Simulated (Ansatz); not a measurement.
**H₂S (triplet): one geometry, many settings at distance H1–H2 along a hydrogen transfer = 0.923 Å**

Aim: run H₂S (triplet) at one geometry under a spread of methods and options, and see what each costs and gives.

Method: the settings change from run to run; program: Ansatz 0.2.0, Gaussian basis.

8 further runs of the same task are left out: 1 for a mislabelled method, 6 that didn't finish, 1 set aside as unsound or not needed.

## (1) The system

The geometry derives from fragments relaxed apart (PBE0/def2-TZVP) and kept rigid, so it is no stationary point. A hydrogen atom is moved between rigid fragments.

3 atoms, charge 0, spin multiplicity 3.

Atoms are counted from 1 here; the program's logs count them from 0.

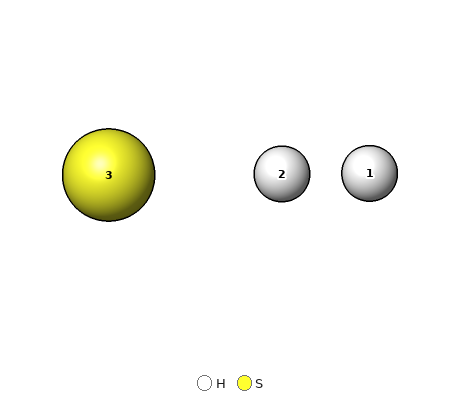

The geometry (hydrogen white, sulfur yellow); atoms are numbered from 1 in the order of the file.

## (2) CASCI(6,5)/cc-pVDZ

The input, in.yaml:

```yaml
crystal:
  periodic: [false, false, false]
  atoms:
    - {symbol: H, position_ang: [0.000000, 0.000000, -1.223667]}
    - {symbol: H, position_ang: [0.000000, 0.000000, -0.300667]}
    - {symbol: S, position_ang: [0.000000, 0.000000, 1.524333]}
basis:
  gaussian: {orbitals: cc-pVDZ}
magnetization: {spin_polarized: false, initial_magnetization: 2}
correlation: {active_space: {window: {electrons: 6, orbitals: 5}, fixed_orbitals: true, states: [{multiplicity: 3, weights: [0.5, 0.5]}]}}
output: {forces: true}
```

Run with:

```
$ ansatz run in.yaml --threads 1 --pin off --events-out ev --progress --plain --max-ram 2393MiB
```

The log of the run:

```text
Functional definition: HF
  name "HF"
  cite "Fock, Z. Phys. 61, 126 (1930) doi:10.1007/BF01340294"
  parent pbe
  exchange = exact_x
  correlation = 0
475 factors; integrals over basis functions are off by at most 1.6e-7 eV
mean field evaluation 1: about -10845.5101 eV, gradient 6.1e0 eV
mean field evaluation 2: about -10845.5189 eV, gradient 6.1e0 eV
mean field evaluation 4: about -10845.9848 eV, gradient 9.0e-1 eV
mean field evaluation 8: about -10846.0082 eV, gradient 8.6e-2 eV
mean field evaluation 16: about -10845.9615 eV, gradient 3.1e0 eV
mean field evaluation 32: about -10845.6643 eV, gradient 2.2e-5 eV
mean field evaluation 64: about -10845.8105 eV, gradient 2.5e0 eV
mean field -10846.00841007 eV, -398.5834573817 hartree, gradient 2.8e-6 eV, S^2 2.000000; 9 other end points of the search recorded, 0 dependent functions left out
reference -10846.00841007 eV, -398.5834573817 hartree; 10, 8 occupied and 18, 20 virtual orbitals, 475 factors
state -10846.21008764 eV, -398.5908688955 hartree
state -10846.16291168 eV, -398.5891352110 hartree
the calculation of the forces begins
Total energy: -10846.18649966 eV, -398.5900020532 hartree
Atom 0 at     0.000000     0.000000    -1.223667 Å, force    -0.000000     0.000000     2.517150 eV/Å
Atom 1 at     0.000000     0.000000    -0.300667 Å, force    -0.000000    -0.000000    -3.794955 eV/Å
Atom 2 at     0.000000     0.000000     1.524333 Å, force     0.000000     0.000000     1.277804 eV/Å
Dipole moment:     0.000000    -0.000000    -0.039696 e Å
```

It took 0.45 s on 1 thread of Arm Neoverse V2, shared host.

From the report: 24 determinants; active occupations (of the averaged states) 1.99, 1.50, 1.50, 1.00, 0.01.

## (3) CISD/6-31G

The input, in.yaml:

```yaml
crystal:
  periodic: [false, false, false]
  atoms:
    - {symbol: H, position_ang: [0.000000, 0.000000, -1.223667]}
    - {symbol: H, position_ang: [0.000000, 0.000000, -0.300667]}
    - {symbol: S, position_ang: [0.000000, 0.000000, 1.524333]}
basis:
  gaussian: {orbitals: 6-31G}
magnetization: {spin_polarized: false, initial_magnetization: 2}
correlation: {active_space: {ras: {orbitals: [3, 2, 7], electrons: 8, max_holes: 2, max_particles: 2}, fixed_orbitals: true}}
accuracy: high
```

Same command.

The log of the run:

```text
Functional definition: HF
  name "HF"
  cite "Fock, Z. Phys. 61, 126 (1930) doi:10.1007/BF01340294"
  parent pbe
  exchange = exact_x
  correlation = 0
329 factors; integrals over basis functions are off by at most 4.4e-9 eV
mean field evaluation 1: about -10844.6819 eV, gradient 6.2e0 eV
mean field evaluation 2: about -10844.6833 eV, gradient 6.2e0 eV
mean field evaluation 4: about -10845.2129 eV, gradient 8.8e-1 eV
mean field evaluation 8: about -10845.2366 eV, gradient 1.6e-3 eV
mean field evaluation 16: about -10845.2366 eV, gradient 1.4e-5 eV
mean field evaluation 32: about -10844.8821 eV, gradient 3.3e-1 eV
mean field -10845.23664268 eV, -398.5550954532 hartree, gradient 4.4e-8 eV, S^2 2.000000; 9 other end points of the search recorded, 0 dependent functions left out
reference -10845.23664268 eV, -398.5550954532 hartree; 10, 8 occupied and 7, 9 virtual orbitals, 329 factors
state -10846.79021370 eV, -398.6121881350 hartree
Total energy: -10846.79021370 eV, -398.6121881350 hartree
```

Run time: 0.48 s. Hardware: 1 thread of Arm Neoverse V2, shared host.

From the report: 1,238 determinants.

## (4) MP2 on UHF/6-31G

The input, in.yaml:

```yaml
crystal:
  periodic: [false, false, false]
  atoms:
    - {symbol: H, position_ang: [0.000000, 0.000000, -1.223667]}
    - {symbol: H, position_ang: [0.000000, 0.000000, -0.300667]}
    - {symbol: S, position_ang: [0.000000, 0.000000, 1.524333]}
basis:
  gaussian: {orbitals: 6-31G}
magnetization: {spin_polarized: true, initial_magnetization: 2}
hamiltonian: {pseudopotentials: {relativity: scalar}}
correlation: {method: mp2, electrons: outside_noble_gas}
scf: {lower_state_search: off}
```

Same command.

The log of the run, cut to the lines that bear on the results:

```text
Functional definition: HF
  name "HF"
  cite "Fock, Z. Phys. 61, 126 (1930) doi:10.1007/BF01340294"
  parent pbe
[...]
204 factors; integrals over basis functions are off by at most 7.3e-4 eV
[...]
mean field -10871.61803590 eV, -399.5245937721 hartree, gradient 2.0e-6 eV, S^2 2.029830; 0 other end points of the search recorded, 0 dependent functions left out
5 core orbitals not correlated: weight in the atoms' cores, before any rotation towards them, 1.000 or more for the frozen orbitals, at most 0.000 for the correlated occupied ones
reference -10871.61803590 eV, -399.5245937721 hartree; 5, 3 occupied and 7, 9 virtual orbitals, 204 factors
second order -1.04238269 eV of doubles, -0.00000000 eV of singles
Total energy: -10872.66041859 eV, -399.5629006294 hartree
Relativity: scalar
Checks for a lower state left out: stability, starts, cluster_reference, orbital_swaps, neighbouring_geometries, increment
```

It took 0.09 s on 1 thread of Arm Neoverse V2, shared host.

From the report: ⟨S²⟩ of the determinant 2.030 (pure triplet: 2.00).

## (5) CISD/cc-pVTZ

The input, in.yaml:

```yaml
crystal:
  periodic: [false, false, false]
  atoms:
    - {symbol: H, position_ang: [0.000000, 0.000000, -1.223667]}
    - {symbol: H, position_ang: [0.000000, 0.000000, -0.300667]}
    - {symbol: S, position_ang: [0.000000, 0.000000, 1.524333]}
basis:
  gaussian: {orbitals: cc-pVTZ, point_charges: [{charge: -1.00, position_ang: [2.901, -0.915, -0.845]}]}
magnetization: {spin_polarized: false, initial_magnetization: 2}
correlation: {active_space: {ras: {orbitals: [8, 2, 52], electrons: 18, max_holes: 2, max_particles: 2}, fixed_orbitals: true}}
accuracy: high
scf: {lower_state_search: full}
```

Same command.

The log of the run, cut to the lines that bear on the results:

```text
Functional definition: HF
  name "HF"
  cite "Fock, Z. Phys. 61, 126 (1930) doi:10.1007/BF01340294"
  parent pbe
[...]
807 factors; integrals over basis functions are off by at most 3.9e-9 eV
[...]
mean field -10846.52901452 eV, -398.6025892420 hartree, gradient 2.4e-8 eV, S^2 2.000000; 13 other end points of the search recorded, 0 dependent functions left out
reference -10846.52901452 eV, -398.6025892420 hartree; 10, 8 occupied and 52, 54 virtual orbitals, 807 factors
state -10852.47531131 eV, -398.8211116188 hartree
Total energy: -10852.47531131 eV, -398.8211116188 hartree
```

Run time: 63 s. Hardware: 1 thread of Arm Neoverse V2, shared host; peak memory 0.41 GiB.

From the report: 1,465,668 determinants.

## (6) The runs in one table

```tsv
level	correlated	functions	energy (eV)	time
CASCI(6,5)/cc-pVDZ (mean of several states)		28	-10846.1865	0.45 s
CISD/6-31G	outside noble gas	17	-10846.7902	0.48 s
MP2 on UHF/6-31G (relativity set)	outside noble gas	17	-10872.6604	0.09 s
CISD/cc-pVTZ (beside a point charge)	all	62	-10852.4753	63 s
```

## (7) Outcome

| quantity | value |
| --- | --- |
| runs | 4 |
| quickest | MP2 on UHF/6-31G (relativity set), 0.09 s |
| slowest | CISD/cc-pVTZ (beside a point charge), 63 s |

What this shows: Total energies in different bases, with other cores or another treatment of relativity can't be set against each other. CISD/cc-pVTZ (beside a point charge) took 695 times as long as MP2 on UHF/6-31G (relativity set); the jobs differ in more than the method.
